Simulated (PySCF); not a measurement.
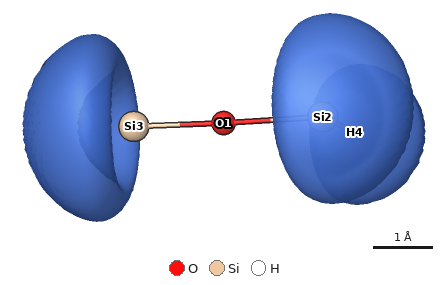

Figure. HOSi$_{2}$ (charge +1). Isosurface of the electron localisation function at 0.9 (blue), seen from one side. Core shells and regions of very low density are left out.

Geometry: PBE0-D4/def2-SVP.

Computed with Gaussian-basis quantum chemistry of an isolated molecule with PySCF, energy and nuclear gradient, functional PBE0 in PySCF.

> Identify the bonds, lone pairs and shells in this picture.

At this value the surface marks out one region around a hydrogen nucleus and two lobes on Si, pointing away from the bonds (lone pairs). Along the contacts the grid gives the following. Si–O (1.57 Å): the ELF peaks at about 0.85 between the atoms; a short, strongly polar bond. Si–H (1.53 Å): the ELF climbs to about 1 towards the hydrogen, as it does in any bond to H.
